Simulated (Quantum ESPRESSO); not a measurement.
# The valence band of WC as photoemission sees it, part 8 of 15

Wanted: projected DOS of WC, weighted into photoemission and X-ray emission spectra, at several levels of theory.

Quantum ESPRESSO 7.5; DFT, PBE, plane waves, ultrasoft GBRV pseudopotentials, scalar-relativistic (the session's first sound run).

So far. Step 5 (The base run: bands): Of the bands kept, 2 cross the Fermi level on this path. Step 6 (With spin–orbit coupling: self-consistent run): The run ends at a pressure of 5.96 GPa.

### Step 9. With spin–orbit coupling: bands

Level of this step: DFT, PBE, plane waves, norm-conserving PseudoDojo pseudopotentials, with spin-orbit coupling (Quantum ESPRESSO).

The bands are solved at chosen points on the fixed potential.

Input file bands.in:

```
&control
  calculation = 'bands'
  prefix = 'pes'
  outdir = './tmp'
  pseudo_dir = './pp'
  verbosity = 'high'
/
&system
  ibrav = 0
  nat = 2
  ntyp = 2
  ecutwfc = 82.0
  ecutrho = 328.0
  occupations = 'smearing'
  nbnd = 34
  smearing = 'fd'
  degauss = 0.00367
  noncolin = .true.
  lspinorb = .true.
/
&electrons
  conv_thr = 1.2e-08
  mixing_beta = 0.5
  electron_maxstep = 120
  diago_full_acc = .true.
/
ATOMIC_SPECIES
W 183.8400 W.upf
C 12.0110 C.upf
CELL_PARAMETERS angstrom
 2.906500000 0.000000000 0.000000000
 -1.453250000 2.517102836 0.000000000
 0.000000000 0.000000000 2.836600000
ATOMIC_POSITIONS crystal
W 0.000000000 0.000000000 0.000000000
C 0.666666667 0.333333333 0.500000000
K_POINTS crystal
93
 0.00000000 0.00000000 0.00000000 1
 0.05000000 0.00000000 0.00000000 1
 0.10000000 0.00000000 0.00000000 1
 0.15000000 0.00000000 0.00000000 1
 0.20000000 0.00000000 0.00000000 1
 0.25000000 0.00000000 0.00000000 1
 ! [... 85 more points ...]
 0.33333300 0.33333300 0.05000000 1
 0.33333300 0.33333300 0.00000000 1
```

Launch:

```sh
$ OMP_NUM_THREADS=1 mpirun -n 4 pw.x -nk 4 -in bands.in > bands.out
```

Log:

```text
[banner, memory and clock lines left out]
Program PWSCF v.7.5 starts

          URL

     Atomic positions and unit cell read from directory:
     ./tmp/pes.save/

     Message from routine setup:
     using ibrav=0 with symmetry is DISCOURAGED, use correct ibrav instead

     G-vector sticks info

     bravais-lattice index     =            0
     lattice parameter (alat)  =       5.4925  a.u.
     unit-cell volume          =     140.0445 (a.u.)^3
     number of atoms/cell      =            2
     number of atomic types    =            2
     number of electrons       =        18.00
     number of Kohn-Sham states=           34
     kinetic-energy cutoff     =      82.0000  Ry
     charge density cutoff     =     328.0000  Ry
     Exchange-correlation= PBE
                           (   1   4   3   4   0   0   0)
     Non magnetic calculation with spin-orbit

     celldm(1)=   5.492489  celldm(2)=   0.000000  celldm(3)=   0.000000
     celldm(4)=   0.000000  celldm(5)=   0.000000  celldm(6)=   0.000000

     crystal axes: (cart. coord. in units of alat)
               a(1) = (   1.000000   0.000000   0.000000 )
               a(2) = (  -0.500000   0.866025   0.000000 )
               a(3) = (   0.000000   0.000000   0.975950 )

     reciprocal axes: (cart. coord. in units 2 pi/alat)
               b(1) = (  1.000000  0.577350 -0.000000 )
               b(2) = (  0.000000  1.154701  0.000000 )
               b(3) = (  0.000000 -0.000000  1.024642 )

     PseudoPot. # 1 for W  read from file:
     ./pp/W.upf
     Pseudo is Norm-conserving + core correction, Zval = 14.0
     Generated using ONCVPSP code by D. R. Hamann
     Using radial grid of 1396 points, 14 beta functions with:
                l(1) =   0
                l(2) =   0
                l(3) =   1
                l(4) =   1
                l(5) =   1
                l(6) =   1
                l(7) =   2
                l(8) =   2
                l(9) =   2
               l(10) =   2
               l(11) =   3
               l(12) =   3
               l(13) =   3
               l(14) =   3

     PseudoPot. # 2 for C  read from file:
     ./pp/C.upf
     Pseudo is Norm-conserving + core correction, Zval =  4.0
     Generated using ONCVPSP code by D. R. Hamann
     Using radial grid of 1248 points,  6 beta functions with:
                l(1) =   0
                l(2) =   0
                l(3) =   1
                l(4) =   1
                l(5) =   1
                l(6) =   1

     atomic species   valence    mass     pseudopotential
     W                14.00   183.84000     W ( 1.00)
     C                 4.00    12.01100     C ( 1.00)

     12 Sym. Ops. (no inversion) found

                                    s                        frac. trans.

      isym =  1     identity

 cryst.   s( 1) = (     1          0          0      )
                  (     0          1          0      )
                  (     0          0          1      )

 cart.    s( 1) = (  1.0000000 -0.0000000  0.0000000 )
                  (  0.0000000  1.0000000  0.0000000 )
                  (  0.0000000  0.0000000  1.0000000 )

      isym =  2     180 deg rotation - cart. axis [0,1,0]

 cryst.   s( 2) = (    -1          0          0      )
                  (     1          1          0      )
                  (     0          0         -1      )

 cart.    s( 2) = ( -1.0000000  0.0000000  0.0000000 )
                  (  0.0000000  1.0000000  0.0000000 )
                  (  0.0000000  0.0000000 -1.0000000 )

      isym =  3     120 deg rotation - cryst. axis [0,0,1]

 cryst.   s( 3) = (     0          1          0      )
                  (    -1         -1          0      )
                  (     0          0          1      )

 cart.    s( 3) = ( -0.5000000 -0.8660254  0.0000000 )
                  (  0.8660254 -0.5000000  0.0000000 )
                  (  0.0000000  0.0000000  1.0000000 )

      isym =  4     120 deg rotation - cryst. axis [0,0,-1]

 cryst.   s( 4) = (    -1         -1          0      )
                  (     1          0          0      )
                  (     0          0          1      )

 cart.    s( 4) = ( -0.5000000  0.8660254  0.0000000 )
                  ( -0.8660254 -0.5000000  0.0000000 )
                  (  0.0000000  0.0000000  1.0000000 )

      isym =  5     180 deg rotation - cryst. axis [1,-1,0]

 cryst.   s( 5) = (     0         -1          0      )
[...]
cart.    s( 5) = (  0.5000000 -0.8660254  0.0000000 )
[...]
isym =  6     180 deg rotation - cryst. axis [2,1,0]

 cryst.   s( 6) = (     1          1          0      )
[...]
cart.    s( 6) = (  0.5000000  0.8660254  0.0000000 )
[...]
isym =  7     inv. 180 deg rotation - cart. axis [0,0,1]

 cryst.   s( 7) = (     1          0          0      )
[...]
cart.    s( 7) = (  1.0000000 -0.0000000  0.0000000 )
[...]
isym =  8     inv. 180 deg rotation - cart. axis [1,0,0]

 cryst.   s( 8) = (    -1          0          0      )
[...]
cart.    s( 8) = ( -1.0000000  0.0000000  0.0000000 )
[...]
isym =  9     inv.  60 deg rotation - cryst. axis [0,0,1]

 cryst.   s( 9) = (    -1         -1          0      )
[...]
cart.    s( 9) = ( -0.5000000  0.8660254  0.0000000 )
[...]
isym = 10     inv.  60 deg rotation - cryst. axis [0,0,-1]

 cryst.   s(10) = (     0          1          0      )
[...]
cart.    s(10) = ( -0.5000000 -0.8660254  0.0000000 )
[...]
isym = 11     inv. 180 deg rotation - cryst. axis [0,1,0]

 cryst.   s(11) = (     1          1          0      )
                  (     0         -1          0      )
                  (     0          0          1      )

 cart.    s(11) = (  0.5000000  0.8660254  0.0000000 )
                  (  0.8660254 -0.5000000  0.0000000 )
                  (  0.0000000  0.0000000  1.0000000 )

      isym = 12     inv. 180 deg rotation - cryst. axis [1,1,0]

 cryst.   s(12) = (     0         -1          0      )
                  (    -1          0          0      )
                  (     0          0          1      )

 cart.    s(12) = (  0.5000000 -0.8660254  0.0000000 )
                  ( -0.8660254 -0.5000000  0.0000000 )
                  (  0.0000000  0.0000000  1.0000000 )

   Cartesian axes

     site n.     atom                  positions (alat units)
         1        W      tau(   1) = (   0.0000000   0.0000000   0.0000000  )
         2        C      tau(   2) = (   0.5000000   0.2886751   0.4879752  )

   Crystallographic axes

[...]
k(    8) = (   0.3500000   0.2020726   0.0000000), wk =   0.0107527
        k(    9) = (   0.4000000   0.2309401   0.0000000), wk =   0.0107527
        k(   10) = (   0.4500000   0.2598076   0.0000000), wk =   0.0107527
        k(   11) = (   0.5000000   0.2886751   0.0000000), wk =   0.0107527
        k(   12) = (   0.4833333   0.3175426   0.0000000), wk =   0.0107527
        k(   13) = (   0.4666666   0.3464100   0.0000000), wk =   0.0107527
        k(   14) = (   0.4499999   0.3752775   0.0000000), wk =   0.0107527
        k(   15) = (   0.4333332   0.4041450   0.0000000), wk =   0.0107527
        k(   16) = (   0.4166665   0.4330124   0.0000000), wk =   0.0107527
[...]
cryst. coord.
[...]
k(   86) = (   0.3333330   0.3333330   0.3500000), wk =   0.0107527
        k(   87) = (   0.3333330   0.3333330   0.3000000), wk =   0.0107527
        k(   88) = (   0.3333330   0.3333330   0.2500000), wk =   0.0107527
        k(   89) = (   0.3333330   0.3333330   0.2000000), wk =   0.0107527
        k(   90) = (   0.3333330   0.3333330   0.1500000), wk =   0.0107527
        k(   91) = (   0.3333330   0.3333330   0.1000000), wk =   0.0107527
        k(   92) = (   0.3333330   0.3333330   0.0500000), wk =   0.0107527
        k(   93) = (   0.3333330   0.3333330   0.0000000), wk =   0.0107527

     Dense  grid:    14023 G-vectors     FFT dimensions: (  32,  32,  32)

     Dynamical RAM for                 wfc:       1.82 MB

     Dynamical RAM for     wfc (w. buffer):       1.82 MB

     Dynamical RAM for           str. fact:       0.43 MB

     Dynamical RAM for           local pot:       0.00 MB

     Dynamical RAM for          nlocal pot:       2.04 MB

     Dynamical RAM for                qrad:      20.36 MB

     Dynamical RAM for          rho,v,vnew:       5.57 MB

     Dynamical RAM for           G-vectors:       0.91 MB

     Dynamical RAM for          h,s,v(r/c):       0.21 MB

     Dynamical RAM for          <psi|beta>:       0.08 MB

     Dynamical RAM for                 psi:       3.64 MB

     Dynamical RAM for                hpsi:       3.64 MB

     Dynamical RAM for      wfcinit/wfcrot:       2.76 MB

     The potential is recalculated from file :
     ./tmp/pes.save/charge-density

     Starting wfcs are   28 randomized atomic wfcs +    6 random wfcs

     Band Structure Calculation
     Davidson diagonalization with overlap

     Computing kpt #:     1  of    24 on this pool

     Computing kpt #:     2  of    24 on this pool

     Computing kpt #:     3  of    24 on this pool

     Computing kpt #:     4  of    24 on this pool

     Computing kpt #:     5  of    24 on this pool

     Computing kpt #:     6  of    24 on this pool

     Computing kpt #:     7  of    24 on this pool

     Computing kpt #:     8  of    24 on this pool

     Computing kpt #:     9  of    24 on this pool

     Computing kpt #:    10  of    24 on this pool

     Computing kpt #:    11  of    24 on this pool

     Computing kpt #:    12  of    24 on this pool

     Computing kpt #:    13  of    24 on this pool

     Computing kpt #:    14  of    24 on this pool

     Computing kpt #:    15  of    24 on this pool

     Computing kpt #:    16  of    24 on this pool

     Computing kpt #:    17  of    24 on this pool

     Computing kpt #:    18  of    24 on this pool

     Computing kpt #:    19  of    24 on this pool

     Computing kpt #:    20  of    24 on this pool

     Computing kpt #:    21  of    24 on this pool

     Computing kpt #:    22  of    24 on this pool

     Computing kpt #:    23  of    24 on this pool

     Computing kpt #:    24  of    24 on this pool

     ethr =  6.67E-11,  avg # of iterations = 36.8

     End of band structure calculation

          k = 0.0000 0.0000 0.0000 (  1737 PWs)   bands (ev):

   -53.2345 -53.2345 -24.4578 -24.4578 -14.6005 -14.6005 -14.5131 -14.5131
     6.1010   6.1010  16.2368  16.2368  17.0550  17.0550  17.3606  17.3606
    20.5968  20.5968  23.6208  23.6208  24.0128  24.0128  26.1152  26.1152
    26.2442  26.2442  26.9307  26.9307  34.8801  34.8801  36.9485  36.9485
    37.5035  37.5035

          k = 0.0500 0.0289 0.0000 (  1737 PWs)   bands (ev):

   -53.2331 -53.2331 -24.4621 -24.4621 -14.6042 -14.6042 -14.5291 -14.5291
     6.1673   6.1673  16.2623  16.2623  17.0165  17.0165  17.3621  17.3621
    20.3902  20.3902  23.6918  23.6918  24.1443  24.1443  25.9950  25.9950
    26.1791  26.1791  27.1352  27.1352  34.7273  34.7273  37.1446  37.1446
    37.7354  37.7354

          k = 0.1000 0.0577 0.0000 (  1741 PWs)   bands (ev):

   -53.2289 -53.2289 -24.4747 -24.4747 -14.6245 -14.6245 -14.5653 -14.5653
     6.3619   6.3619  16.2630  16.2630  16.8780  16.8780  17.4900  17.4900
    19.9043  19.9043  23.6896  23.6896  24.6130  24.6130  25.6439  25.6439
    26.0382  26.0382  27.6863  27.6863  34.4492  34.4492  37.5846  37.5846
    38.3370  38.3370

          k = 0.1500 0.0866 0.0000 (  1740 PWs)   bands (ev):

   -53.2224 -53.2224 -24.4944 -24.4944 -14.6897 -14.6897 -14.5866 -14.5866
     6.6721   6.6721  15.9994  15.9994  16.9048  16.9048  17.7621  17.7621
    19.3251  19.3251  23.6019  23.6019  25.0607  25.0607  25.3188  25.3188
    25.8656  25.8656  28.4533  28.4533  34.2584  34.2584  38.1326  38.1326
    39.0089  39.0089

          k = 0.2000 0.1155 0.0000 (  1744 PWs)   bands (ev):

[...]
39.3052  39.3052

          k = 0.2500 0.1443 0.0000 (  1756 PWs)   bands (ev):

[...]
39.0994  39.0994

          k = 0.3000 0.1732 0.0000 (  1758 PWs)   bands (ev):

[...]
38.9549  38.9549

          k = 0.3500 0.2021 0.0000 (  1748 PWs)   bands (ev):

[...]
39.2823  39.2823

          k = 0.4000 0.2309 0.0000 (  1752 PWs)   bands (ev):

[...]
39.7521  39.7521

          k = 0.4500 0.2598 0.0000 (  1772 PWs)   bands (ev):

[...]
39.9209  39.9209

          k = 0.5000 0.2887 0.0000 (  1770 PWs)   bands (ev):

[...]
39.8154  39.8154

          k = 0.4833 0.3175 0.0000 (  1766 PWs)   bands (ev):

[...]
39.8206  39.8614

          k = 0.4667 0.3464 0.0000 (  1766 PWs)   bands (ev):

[...]
39.8692  39.9367

          k = 0.4500 0.3753 0.0000 (  1766 PWs)   bands (ev):

[...]
39.9315  40.0132

          k = 0.4333 0.4041 0.0000 (  1766 PWs)   bands (ev):

[...]
39.9828  40.0769

          k = 0.4167 0.4330 0.0000 (  1766 PWs)   bands (ev):

[...]
40.0128  40.1293

[...]
38.0939  38.2214

          k = 0.5000 0.2887 0.2049 (  1758 PWs)   bands (ev):

[...]
38.7292  38.8212

          k = 0.5000 0.2887 0.1537 (  1770 PWs)   bands (ev):

[...]
39.2362  39.3113

          k = 0.5000 0.2887 0.1025 (  1768 PWs)   bands (ev):

[...]
39.5694  39.6353

          k = 0.5000 0.2887 0.0512 (  1760 PWs)   bands (ev):

[...]
39.7467  39.7894

          k = 0.5000 0.2887 0.0000 (  1770 PWs)   bands (ev):

[...]
39.8154  39.8154

          k = 0.3333 0.5773 0.5123 (  1782 PWs)   bands (ev):

[...]
9.5652   9.6105  13.2835  13.3777  14.8658  15.3340  18.7056  18.9489
    19.8577  20.0559  24.8757  24.9562  26.8871  27.1428  27.8559  28.4418
    29.6802  29.7453  30.5882  30.8953  31.2357  32.0488  34.2650  34.2759
    36.0285  36.2273

          k = 0.3333 0.5773 0.4611 (  1770 PWs)   bands (ev):

   -53.1290 -53.1290 -24.7592 -24.7439 -15.2423 -15.2188 -15.1346 -15.0641
     9.5768   9.6338  13.3308  13.4333  14.8963  15.3557  18.5683  18.7887
    19.8444  20.0209  24.7930  24.8655  26.8915  27.1038  27.8677  28.4058
    29.7587  29.8779  30.0122  30.3607  31.8158  32.5334  34.3494  34.3586
    36.2639  36.4800

          k = 0.3333 0.5773 0.4099 (  1776 PWs)   bands (ev):

   -53.1319 -53.1319 -24.7522 -24.7368 -15.2083 -15.1846 -15.1444 -15.0735
[... further rows ...]
```

Run time: 20 s. Hardware: 4 MPI ranks of Intel Xeon at 2.60GHz (Ice Lake), shared host; 80 s of CPU time.

Electronic bands along the path, in eV, zero at the Fermi level; # counts the bands kept:

| point | #7 | #8 | #9 | #10 | #11 | #12 | #13 | #14 |
| --- | --- | --- | --- | --- | --- | --- | --- | --- |
| Γ | -3.20 | -3.20 | 0.03 | 0.03 | 3.06 | 3.06 | 3.45 | 3.45 |
| M | -3.58 | -3.58 | -0.49 | -0.49 | 2.35 | 2.35 | 4.39 | 4.39 |
| K | -3.54 | -3.40 | 0.41 | 0.75 | 0.76 | 1.20 | 2.05 | 2.13 |
| Γ | -3.20 | -3.20 | 0.03 | 0.03 | 3.06 | 3.06 | 3.45 | 3.45 |
| A | -1.99 | -1.99 | -0.84 | -0.84 | -0.28 | -0.28 | 3.59 | 3.59 |
| L | -4.24 | -4.24 | 0.23 | 0.23 | 4.41 | 4.41 | 5.25 | 5.25 |
| H | -1.86 | -1.62 | -0.71 | -0.51 | 4.31 | 4.39 | 6.32 | 6.58 |
| A | -1.99 | -1.99 | -0.84 | -0.84 | -0.28 | -0.28 | 3.59 | 3.59 |
| jump to L | -4.24 | -4.24 | 0.23 | 0.23 | 4.41 | 4.41 | 5.25 | 5.25 |
| M | -3.58 | -3.58 | -0.49 | -0.49 | 2.35 | 2.35 | 4.39 | 4.39 |
| jump to H | -1.86 | -1.62 | -0.71 | -0.51 | 4.31 | 4.39 | 6.32 | 6.58 |
| K | -3.54 | -3.40 | 0.41 | 0.75 | 0.76 | 1.20 | 2.05 | 2.13 |

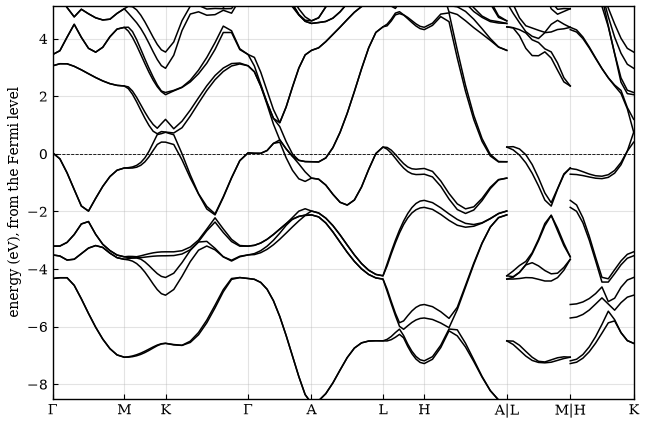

Electronic bands along the path.

Of the bands kept, 4 cross the Fermi level on this path (spinor bands, one electron each).

(Part 8 of 15 ends here.)

[Logs are printed without paths, hosts, clocks, repeated set-up lines and the standing remarks that a program may print on its own settings, such as how far it seeks lower states.]

[Hosts, paths, dates, database ids (printed as entryN), source tags and the programs' standing remarks are cut or masked in the printed files.]

[Maps of the electrostatic potential energy from Ansatz leave out the sawtooth potential of an applied field or a dipole correction, so their vacuum need not be flat; work functions include it.]

[Peak lists hold at most the 14 tallest peaks of each spectrum; further lines can be left out.]
